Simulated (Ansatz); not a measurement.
**Run report: WNH₈F, molecular dynamics (part 1 of 3)**

WNH₈F, computed with RKS B3LYP-D4/def2-SVP (Ansatz 0.2.0).

It belongs to a series of runs on one base structure; here: dynamics from the highest image of the converged band. Figures and captions count atoms from 1; the log counts them from 0 in places.

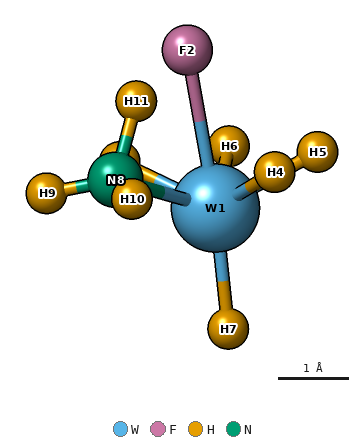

Figure 1. The structure as given in the input (ball-and-stick view, seen at a tilt; atoms are numbered from 1 in the order of the input). Sticks mark near contacts.

Input file
```yaml
crystal:
  periodic: [false, false, false]
  atoms:
    - { symbol: W, position_ang: [0.225859, 0.202467, -0.269791] }
    - { symbol: F, position_ang: [0.093412, 0.249065, 2.093688] }
    - { symbol: H, position_ang: [1.404045, -0.711102, 0.497803] }
    - { symbol: H, position_ang: [-0.716214, 1.450267, 0.336369] }
    - { symbol: H, position_ang: [-1.379117, -0.129472, 0.105414] }
    - { symbol: H, position_ang: [-0.1683, -1.363766, 0.197604] }
    - { symbol: H, position_ang: [0.448161, 0.289947, -2.01829] }
    - { symbol: "N", position_ang: [1.524204, 1.555546, 0.793707] }
    - { symbol: H, position_ang: [2.527145, 1.367564, 0.790474] }
    - { symbol: H, position_ang: [1.359084, 2.558281, 0.701538] }
    - { symbol: H, position_ang: [0.973924, 1.086003, 1.734486] }
basis:
  gaussian: { orbitals: def2-SVP }
hamiltonian:
  xc: b3lyp
  dispersion: d4
md:
  timestep: 0.5
  n_steps: 200
  ensemble: nve
  temperature: 100.0
  initial_velocities: maxwell_boltzmann
  seed: 8125
```

Run as:
```bash
ansatz run input.yaml --threads 2 --pin off --max-ram 3072MiB --backend cpu --events-out ev --progress --plain --runs-dir out
```

What the program printed
```
Engine: ansatz 0.2.0, x86_64-unknown-linux-gnu
Functional definition: B3LYP
  parameter a0 = 0.2
  parameter ax = 0.72
  parameter ac = 0.81
  exchange = (1 - a0 - ax)*slater_x + ax*b88_x + a0*exact_x
  correlation = (1 - ac)*vwn_rpa_c + ac*lyp_c
1093 factors; integrals over basis functions are off by at most 4.6e-4 eV
mean field evaluation 1: about -6151.9444 eV, gradient 5.6e1 eV
mean field evaluation 2: about -5971.4013 eV, gradient 2.6e2 eV
mean field evaluation 4: about -6157.6346 eV, gradient 1.3e1 eV
mean field evaluation 8: about -6158.0188 eV, gradient 1.1e-1 eV
mean field evaluation 16: about -6158.0549 eV, gradient 4.5e-5 eV
mean field -6158.05485817 eV, -226.3043419581 hartree, gradient 2.8e-5 eV, S^2 0.000000; 0 other end points of the search recorded, 0 dependent functions left out
the calculation of the forces begins
reference -6158.05517384 eV, -226.3043535591 hartree; 19, 19 occupied and 81, 81 virtual orbitals, 1093 factors
md step     0: t =     0.00 fs  T =   100.0 K  F+E_penalty+E_count = -6158.39051846 eV  E_kin = 0.116334 eV  conserved = -6158.27418446 eV  (30 SCF iters)
these checks for a lower state are left out or cut short: starts, cluster_reference, orbital_swaps, neighbouring_geometries, increment
1093 factors; integrals over basis functions are off by at most 4.6e-4 eV
mean field -6158.05311709 eV, -226.3042779747 hartree, gradient 1.3e-5 eV, S^2 0.000000; 0 other end points of the search recorded, 0 dependent functions left out
the calculation of the forces begins
reference -6158.05343288 eV, -226.3042895797 hartree; 19, 19 occupied and 81, 81 virtual orbitals, 1093 factors
md step     1: t =     0.50 fs  T =    97.8 K  F+E_penalty+E_count = -6158.38797713 eV  E_kin = 0.113808 eV  conserved = -6158.27416909 eV  (34 SCF iters, 9 dispersion substeps)
[... from here on the SCF iterations and repeated set-up lines of each step are left out, up to the last step ...]
md step     2: t =     1.00 fs  T =    91.7 K  F+E_penalty+E_count = -6158.38073517 eV  E_kin = 0.106623 eV  conserved = -6158.27411168 eV  (34 SCF iters, 9 dispersion substeps)
md step     3: t =     1.50 fs  T =    82.5 K  F+E_penalty+E_count = -6158.36997395 eV  E_kin = 0.095951 eV  conserved = -6158.27402327 eV  (34 SCF iters, 9 dispersion substeps)
md step     4: t =     2.00 fs  T =    71.7 K  F+E_penalty+E_count = -6158.35737606 eV  E_kin = 0.083455 eV  conserved = -6158.27392095 eV  (34 SCF iters, 9 dispersion substeps)
md step     5: t =     2.50 fs  T =    60.9 K  F+E_penalty+E_count = -6158.34467353 eV  E_kin = 0.070851 eV  conserved = -6158.27382254 eV  (33 SCF iters, 9 dispersion substeps)
md step     6: t =     3.00 fs  T =    51.2 K  F+E_penalty+E_count = -6158.33330805 eV  E_kin = 0.059566 eV  conserved = -6158.27374189 eV  (35 SCF iters, 9 dispersion substeps)
md step     7: t =     3.50 fs  T =    43.5 K  F+E_penalty+E_count = -6158.32427871 eV  E_kin = 0.050592 eV  conserved = -6158.27368713 eV  (36 SCF iters, 9 dispersion substeps)
md step     8: t =     4.00 fs  T =    38.3 K  F+E_penalty+E_count = -6158.31817872 eV  E_kin = 0.044518 eV  conserved = -6158.27366104 eV  (36 SCF iters, 9 dispersion substeps)
md step     9: t =     4.50 fs  T =    35.8 K  F+E_penalty+E_count = -6158.31529442 eV  E_kin = 0.041632 eV  conserved = -6158.27366209 eV  (36 SCF iters, 9 dispersion substeps)
md step    10: t =     5.00 fs  T =    36.0 K  F+E_penalty+E_count = -6158.31562217 eV  E_kin = 0.041936 eV  conserved = -6158.27368609 eV  (37 SCF iters, 9 dispersion substeps)
md step    11: t =     5.50 fs  T =    38.8 K  F+E_penalty+E_count = -6158.31884750 eV  E_kin = 0.045120 eV  conserved = -6158.27372732 eV  (36 SCF iters, 9 dispersion substeps)
md step    12: t =     6.00 fs  T =    43.5 K  F+E_penalty+E_count = -6158.32437504 eV  E_kin = 0.050595 eV  conserved = -6158.27378024 eV  (34 SCF iters, 9 dispersion substeps)
md step    13: t =     6.50 fs  T =    49.5 K  F+E_penalty+E_count = -6158.33140018 eV  E_kin = 0.057560 eV  conserved = -6158.27384043 eV  (34 SCF iters, 9 dispersion substeps)
md step    14: t =     7.00 fs  T =    55.9 K  F+E_penalty+E_count = -6158.33898366 eV  E_kin = 0.065079 eV  conserved = -6158.27390421 eV  (34 SCF iters, 9 dispersion substeps)
md step    15: t =     7.50 fs  T =    62.0 K  F+E_penalty+E_count = -6158.34611930 eV  E_kin = 0.072152 eV  conserved = -6158.27396704 eV  (35 SCF iters, 9 dispersion substeps)
md step    16: t =     8.00 fs  T =    66.9 K  F+E_penalty+E_count = -6158.35181426 eV  E_kin = 0.077792 eV  conserved = -6158.27402224 eV  (34 SCF iters, 9 dispersion substeps)
md step    17: t =     8.50 fs  T =    69.7 K  F+E_penalty+E_count = -6158.35520146 eV  E_kin = 0.081141 eV  conserved = -6158.27406069 eV  (31 SCF iters, 9 dispersion substeps)
md step    18: t =     9.00 fs  T =    70.2 K  F+E_penalty+E_count = -6158.35568410 eV  E_kin = 0.081611 eV  conserved = -6158.27407316 eV  (34 SCF iters, 9 dispersion substeps)
md step    19: t =     9.50 fs  T =    67.9 K  F+E_penalty+E_count = -6158.35307947 eV  E_kin = 0.079026 eV  conserved = -6158.27405347 eV  (34 SCF iters, 9 dispersion substeps)
md step    20: t =    10.00 fs  T =    63.4 K  F+E_penalty+E_count = -6158.34771281 eV  E_kin = 0.073711 eV  conserved = -6158.27400163 eV  (34 SCF iters, 9 dispersion substeps)
md step    21: t =    10.50 fs  T =    57.2 K  F+E_penalty+E_count = -6158.34041519 eV  E_kin = 0.066490 eV  conserved = -6158.27392487 eV  (34 SCF iters, 9 dispersion substeps)
md step    22: t =    11.00 fs  T =    50.3 K  F+E_penalty+E_count = -6158.33240707 eV  E_kin = 0.058570 eV  conserved = -6158.27383682 eV  (34 SCF iters, 9 dispersion substeps)
md step    23: t =    11.50 fs  T =    44.1 K  F+E_penalty+E_count = -6158.32508321 eV  E_kin = 0.051329 eV  conserved = -6158.27375439 eV  (34 SCF iters, 9 dispersion substeps)
md step    24: t =    12.00 fs  T =    39.6 K  F+E_penalty+E_count = -6158.31974662 eV  E_kin = 0.046053 eV  conserved = -6158.27369370 eV  (34 SCF iters, 9 dispersion substeps)
md step    25: t =    12.50 fs  T =    37.6 K  F+E_penalty+E_count = -6158.31735581 eV  E_kin = 0.043690 eV  conserved = -6158.27366606 eV  (35 SCF iters, 9 dispersion substeps)
md step    26: t =    13.00 fs  T =    38.4 K  F+E_penalty+E_count = -6158.31834814 eV  E_kin = 0.044673 eV  conserved = -6158.27367516 eV  (35 SCF iters, 9 dispersion substeps)
md step    27: t =    13.50 fs  T =    42.0 K  F+E_penalty+E_count = -6158.32258221 eV  E_kin = 0.048866 eV  conserved = -6158.27371643 eV  (34 SCF iters, 9 dispersion substeps)
md step    28: t =    14.00 fs  T =    47.8 K  F+E_penalty+E_count = -6158.32940959 eV  E_kin = 0.055631 eV  conserved = -6158.27377869 eV  (34 SCF iters, 9 dispersion substeps)
md step    29: t =    14.50 fs  T =    55.0 K  F+E_penalty+E_count = -6158.33784898 eV  E_kin = 0.064002 eV  conserved = -6158.27384741 eV  (34 SCF iters, 9 dispersion substeps)
md step    30: t =    15.00 fs  T =    62.7 K  F+E_penalty+E_count = -6158.34681038 eV  E_kin = 0.072901 eV  conserved = -6158.27390988 eV  (34 SCF iters, 9 dispersion substeps)
md step    31: t =    15.50 fs  T =    69.9 K  F+E_penalty+E_count = -6158.35530056 eV  E_kin = 0.081343 eV  conserved = -6158.27395742 eV  (34 SCF iters, 9 dispersion substeps)
md step    32: t =    16.00 fs  T =    76.1 K  F+E_penalty+E_count = -6158.36256189 eV  E_kin = 0.088575 eV  conserved = -6158.27398722 eV  (34 SCF iters, 9 dispersion substeps)
md step    33: t =    16.50 fs  T =    80.9 K  F+E_penalty+E_count = -6158.36812137 eV  E_kin = 0.094120 eV  conserved = -6158.27400116 eV  (34 SCF iters, 9 dispersion substeps)
md step    34: t =    17.00 fs  T =    84.0 K  F+E_penalty+E_count = -6158.37176566 eV  E_kin = 0.097762 eV  conserved = -6158.27400350 eV  (34 SCF iters, 9 dispersion substeps)
md step    35: t =    17.50 fs  T =    85.5 K  F+E_penalty+E_count = -6158.37348111 eV  E_kin = 0.099483 eV  conserved = -6158.27399791 eV  (34 SCF iters, 9 dispersion substeps)
md step    36: t =    18.00 fs  T =    85.5 K  F+E_penalty+E_count = -6158.37340132 eV  E_kin = 0.099416 eV  conserved = -6158.27398570 eV  (30 SCF iters, 9 dispersion substeps)
md step    37: t =    18.50 fs  T =    84.1 K  F+E_penalty+E_count = -6158.37178576 eV  E_kin = 0.097820 eV  conserved = -6158.27396621 eV  (34 SCF iters, 9 dispersion substeps)
md step    38: t =    19.00 fs  T =    81.7 K  F+E_penalty+E_count = -6158.36902588 eV  E_kin = 0.095087 eV  conserved = -6158.27393871 eV  (33 SCF iters, 9 dispersion substeps)
md step    39: t =    19.50 fs  T =    78.9 K  F+E_penalty+E_count = -6158.36565574 eV  E_kin = 0.091753 eV  conserved = -6158.27390294 eV  (33 SCF iters, 9 dispersion substeps)
md step    40: t =    20.00 fs  T =    76.1 K  F+E_penalty+E_count = -6158.36234746 eV  E_kin = 0.088487 eV  conserved = -6158.27386059 eV  (33 SCF iters, 9 dispersion substeps)
md step    41: t =    20.50 fs  T =    74.0 K  F+E_penalty+E_count = -6158.35987634 eV  E_kin = 0.086061 eV  conserved = -6158.27381529 eV  (33 SCF iters, 9 dispersion substeps)
md step    42: t =    21.00 fs  T =    73.3 K  F+E_penalty+E_count = -6158.35905313 eV  E_kin = 0.085280 eV  conserved = -6158.27377269 eV  (34 SCF iters, 9 dispersion substeps)
md step    43: t =    21.50 fs  T =    74.7 K  F+E_penalty+E_count = -6158.36062162 eV  E_kin = 0.086880 eV  conserved = -6158.27374128 eV  (35 SCF iters, 9 dispersion substeps)
md step    44: t =    22.00 fs  T =    78.6 K  F+E_penalty+E_count = -6158.36511734 eV  E_kin = 0.091385 eV  conserved = -6158.27373216 eV  (35 SCF iters, 9 dispersion substeps)
md step    45: t =    22.50 fs  T =    85.0 K  F+E_penalty+E_count = -6158.37269594 eV  E_kin = 0.098940 eV  conserved = -6158.27375592 eV  (35 SCF iters, 9 dispersion substeps)
md step    46: t =    23.00 fs  T =    93.8 K  F+E_penalty+E_count = -6158.38297386 eV  E_kin = 0.109156 eV  conserved = -6158.27381803 eV  (34 SCF iters, 9 dispersion substeps)
md step    47: t =    23.50 fs  T =   104.0 K  F+E_penalty+E_count = -6158.39495716 eV  E_kin = 0.121044 eV  conserved = -6158.27391347 eV  (34 SCF iters, 9 dispersion substeps)
md step    48: t =    24.00 fs  T =   114.4 K  F+E_penalty+E_count = -6158.40713705 eV  E_kin = 0.133113 eV  conserved = -6158.27402393 eV  (34 SCF iters, 9 dispersion substeps)
md step    49: t =    24.50 fs  T =   123.5 K  F+E_penalty+E_count = -6158.41777669 eV  E_kin = 0.143653 eV  conserved = -6158.27412364 eV  (33 SCF iters, 9 dispersion substeps)
md step    50: t =    25.00 fs  T =   129.9 K  F+E_penalty+E_count = -6158.42531254 eV  E_kin = 0.151125 eV  conserved = -6158.27418759 eV  (34 SCF iters, 9 dispersion substeps)
md step    51: t =    25.50 fs  T =   132.8 K  F+E_penalty+E_count = -6158.42873625 eV  E_kin = 0.154535 eV  conserved = -6158.27420092 eV  (34 SCF iters, 9 dispersion substeps)
md step    52: t =    26.00 fs  T =   132.1 K  F+E_penalty+E_count = -6158.42782474 eV  E_kin = 0.153662 eV  conserved = -6158.27416226 eV  (34 SCF iters, 9 dispersion substeps)
md step    53: t =    26.50 fs  T =   128.2 K  F+E_penalty+E_count = -6158.42316479 eV  E_kin = 0.149083 eV  conserved = -6158.27408183 eV  (34 SCF iters, 9 dispersion substeps)
md step    54: t =    27.00 fs  T =   122.1 K  F+E_penalty+E_count = -6158.41600017 eV  E_kin = 0.142024 eV  conserved = -6158.27397604 eV  (30 SCF iters, 9 dispersion substeps)
md step    55: t =    27.50 fs  T =   115.3 K  F+E_penalty+E_count = -6158.40797889 eV  E_kin = 0.134116 eV  conserved = -6158.27386306 eV  (34 SCF iters, 9 dispersion substeps)
md step    56: t =    28.00 fs  T =   109.3 K  F+E_penalty+E_count = -6158.40087428 eV  E_kin = 0.127116 eV  conserved = -6158.27375877 eV  (34 SCF iters, 9 dispersion substeps)
md step    57: t =    28.50 fs  T =   105.4 K  F+E_penalty+E_count = -6158.39633173 eV  E_kin = 0.122656 eV  conserved = -6158.27367615 eV  (35 SCF iters, 9 dispersion substeps)
md step    58: t =    29.00 fs  T =   104.9 K  F+E_penalty+E_count = -6158.39566031 eV  E_kin = 0.122036 eV  conserved = -6158.27362465 eV  (35 SCF iters, 9 dispersion substeps)
md step    59: t =    29.50 fs  T =   108.4 K  F+E_penalty+E_count = -6158.39967875 eV  E_kin = 0.126068 eV  conserved = -6158.27361030 eV  (35 SCF iters, 9 dispersion substeps)
md step    60: t =    30.00 fs  T =   116.0 K  F+E_penalty+E_count = -6158.40861846 eV  E_kin = 0.134983 eV  conserved = -6158.27363504 eV  (35 SCF iters, 9 dispersion substeps)
md step    61: t =    30.50 fs  T =   127.6 K  F+E_penalty+E_count = -6158.42208835 eV  E_kin = 0.148391 eV  conserved = -6158.27369734 eV  (33 SCF iters, 9 dispersion substeps)
md step    62: t =    31.00 fs  T =   142.1 K  F+E_penalty+E_count = -6158.43909808 eV  E_kin = 0.165306 eV  conserved = -6158.27379252 eV  (33 SCF iters, 9 dispersion substeps)
md step    63: t =    31.50 fs  T =   158.4 K  F+E_penalty+E_count = -6158.45813510 eV  E_kin = 0.184222 eV  conserved = -6158.27391316 eV  (33 SCF iters, 9 dispersion substeps)
md step    64: t =    32.00 fs  T =   174.7 K  F+E_penalty+E_count = -6158.47729124 eV  E_kin = 0.203242 eV  conserved = -6158.27404877 eV  (33 SCF iters, 9 dispersion substeps)
md step    65: t =    32.50 fs  T =   189.3 K  F+E_penalty+E_count = -6158.49444360 eV  E_kin = 0.220259 eV  conserved = -6158.27418448 eV  (33 SCF iters, 9 dispersion substeps)
md step    66: t =    33.00 fs  T =   200.5 K  F+E_penalty+E_count = -6158.50750628 eV  E_kin = 0.233207 eV  conserved = -6158.27429945 eV  (33 SCF iters, 9 dispersion substeps)
md step    67: t =    33.50 fs  T =   206.7 K  F+E_penalty+E_count = -6158.51477177 eV  E_kin = 0.240405 eV  conserved = -6158.27436672 eV  (33 SCF iters, 9 dispersion substeps)
md step    68: t =    34.00 fs  T =   207.1 K  F+E_penalty+E_count = -6158.51533453 eV  E_kin = 0.240977 eV  conserved = -6158.27435749 eV  (33 SCF iters, 9 dispersion substeps)
md step    69: t =    34.50 fs  T =   202.2 K  F+E_penalty+E_count = -6158.50951815 eV  E_kin = 0.235265 eV  conserved = -6158.27425341 eV  (33 SCF iters, 9 dispersion substeps)
md step    70: t =    35.00 fs  T =   193.5 K  F+E_penalty+E_count = -6158.49911693 eV  E_kin = 0.225053 eV  conserved = -6158.27406441 eV  (33 SCF iters, 9 dispersion substeps)
md step    71: t =    35.50 fs  T =   183.4 K  F+E_penalty+E_count = -6158.48719577 eV  E_kin = 0.213355 eV  conserved = -6158.27384028 eV  (33 SCF iters, 9 dispersion substeps)
md step    72: t =    36.00 fs  T =   175.0 K  F+E_penalty+E_count = -6158.47729878 eV  E_kin = 0.203640 eV  conserved = -6158.27365907 eV  (30 SCF iters, 9 dispersion substeps)
md step    73: t =    36.50 fs  T =   170.8 K  F+E_penalty+E_count = -6158.47226078 eV  E_kin = 0.198672 eV  conserved = -6158.27358867 eV  (33 SCF iters, 9 dispersion substeps)
md step    74: t =    37.00 fs  T =   171.5 K  F+E_penalty+E_count = -6158.47319419 eV  E_kin = 0.199549 eV  conserved = -6158.27364511 eV  (33 SCF iters, 9 dispersion substeps)
md step    75: t =    37.50 fs  T =   176.6 K  F+E_penalty+E_count = -6158.47924872 eV  E_kin = 0.205464 eV  conserved = -6158.27378482 eV  (34 SCF iters, 9 dispersion substeps)
md step    76: t =    38.00 fs  T =   184.2 K  F+E_penalty+E_count = -6158.48825933 eV  E_kin = 0.214323 eV  conserved = -6158.27393627 eV  (34 SCF iters, 9 dispersion substeps)
md step    77: t =    38.50 fs  T =   192.4 K  F+E_penalty+E_count = -6158.49782008 eV  E_kin = 0.223776 eV  conserved = -6158.27404407 eV  (34 SCF iters, 9 dispersion substeps)
md step    78: t =    39.00 fs  T =   199.5 K  F+E_penalty+E_count = -6158.50614766 eV  E_kin = 0.232058 eV  conserved = -6158.27408975 eV  (34 SCF iters, 9 dispersion substeps)
md step    79: t =    39.50 fs  T =   204.9 K  F+E_penalty+E_count = -6158.51240570 eV  E_kin = 0.238321 eV  conserved = -6158.27408511 eV  (34 SCF iters, 9 dispersion substeps)
md step    80: t =    40.00 fs  T =   208.5 K  F+E_penalty+E_count = -6158.51656364 eV  E_kin = 0.242510 eV  conserved = -6158.27405347 eV  (34 SCF iters, 9 dispersion substeps)
md step    81: t =    40.50 fs  T =   210.6 K  F+E_penalty+E_count = -6158.51905565 eV  E_kin = 0.245041 eV  conserved = -6158.27401501 eV  (34 SCF iters, 11 dispersion substeps)
md step    82: t =    41.00 fs  T =   211.9 K  F+E_penalty+E_count = -6158.52046568 eV  E_kin = 0.246485 eV  conserved = -6158.27398059 eV  (34 SCF iters, 11 dispersion substeps)
md step    83: t =    41.50 fs  T =   212.6 K  F+E_penalty+E_count = -6158.52133738 eV  E_kin = 0.247383 eV  conserved = -6158.27395413 eV  (34 SCF iters, 11 dispersion substeps)
md step    84: t =    42.00 fs  T =   213.3 K  F+E_penalty+E_count = -6158.52209440 eV  E_kin = 0.248158 eV  conserved = -6158.27393666 eV  (34 SCF iters, 11 dispersion substeps)
md step    85: t =    42.50 fs  T =   214.1 K  F+E_penalty+E_count = -6158.52301089 eV  E_kin = 0.249080 eV  conserved = -6158.27393082 eV  (34 SCF iters, 11 dispersion substeps)
md step    86: t =    43.00 fs  T =   215.1 K  F+E_penalty+E_count = -6158.52416837 eV  E_kin = 0.250226 eV  conserved = -6158.27394280 eV  (34 SCF iters, 11 dispersion substeps)
md step    87: t =    43.50 fs  T =   216.1 K  F+E_penalty+E_count = -6158.52537026 eV  E_kin = 0.251390 eV  conserved = -6158.27398074 eV  (34 SCF iters, 11 dispersion substeps)
md step    88: t =    44.00 fs  T =   216.6 K  F+E_penalty+E_count = -6158.52604466 eV  E_kin = 0.251997 eV  conserved = -6158.27404755 eV  (34 SCF iters, 11 dispersion substeps)
md step    89: t =    44.50 fs  T =   215.9 K  F+E_penalty+E_count = -6158.52524205 eV  E_kin = 0.251113 eV  conserved = -6158.27412907 eV  (34 SCF iters, 11 dispersion substeps)
md step    90: t =    45.00 fs  T =   212.9 K  F+E_penalty+E_count = -6158.52188994 eV  E_kin = 0.247704 eV  conserved = -6158.27418615 eV  (30 SCF iters, 11 dispersion substeps)
md step    91: t =    45.50 fs  T =   207.4 K  F+E_penalty+E_count = -6158.51541154 eV  E_kin = 0.241252 eV  conserved = -6158.27416001 eV  (33 SCF iters, 11 dispersion substeps)
md step    92: t =    46.00 fs  T =   199.9 K  F+E_penalty+E_count = -6158.50657981 eV  E_kin = 0.232572 eV  conserved = -6158.27400796 eV  (33 SCF iters, 11 dispersion substeps)
md step    93: t =    46.50 fs  T =   192.8 K  F+E_penalty+E_count = -6158.49806014 eV  E_kin = 0.224302 eV  conserved = -6158.27375833 eV  (33 SCF iters, 11 dispersion substeps)
md step    94: t =    47.00 fs  T =   189.4 K  F+E_penalty+E_count = -6158.49386298 eV  E_kin = 0.220328 eV  conserved = -6158.27353484 eV  (34 SCF iters, 11 dispersion substeps)
md step    95: t =    47.50 fs  T =   192.5 K  F+E_penalty+E_count = -6158.49743196 eV  E_kin = 0.223938 eV  conserved = -6158.27349365 eV  (33 SCF iters, 11 dispersion substeps)
md step    96: t =    48.00 fs  T =   202.6 K  F+E_penalty+E_count = -6158.50934934 eV  E_kin = 0.235653 eV  conserved = -6158.27369621 eV  (34 SCF iters, 11 dispersion substeps)
md step    97: t =    48.50 fs  T =   217.0 K  F+E_penalty+E_count = -6158.52646367 eV  E_kin = 0.252417 eV  conserved = -6158.27404697 eV  (34 SCF iters, 11 dispersion substeps)
md step    98: t =    49.00 fs  T =   231.2 K  F+E_penalty+E_count = -6158.54332011 eV  E_kin = 0.268955 eV  conserved = -6158.27436545 eV  (34 SCF iters, 11 dispersion substeps)
md step    99: t =    49.50 fs  T =   241.0 K  F+E_penalty+E_count = -6158.55486068 eV  E_kin = 0.280343 eV  conserved = -6158.27451761 eV  (34 SCF iters, 11 dispersion substeps)
md step   100: t =    50.00 fs  T =   244.2 K  F+E_penalty+E_count = -6158.55851609 eV  E_kin = 0.284039 eV  conserved = -6158.27447664 eV  (34 SCF iters, 11 dispersion substeps)
md step   101: t =    50.50 fs  T =   241.0 K  F+E_penalty+E_count = -6158.55471214 eV  E_kin = 0.280413 eV  conserved = -6158.27429879 eV  (34 SCF iters, 11 dispersion substeps)
md step   102: t =    51.00 fs  T =   233.8 K  F+E_penalty+E_count = -6158.54608387 eV  E_kin = 0.272017 eV  conserved = -6158.27406708 eV  (34 SCF iters, 11 dispersion substeps)
md step   103: t =    51.50 fs  T =   225.5 K  F+E_penalty+E_count = -6158.53620994 eV  E_kin = 0.262358 eV  conserved = -6158.27385224 eV  (33 SCF iters, 11 dispersion substeps)
```
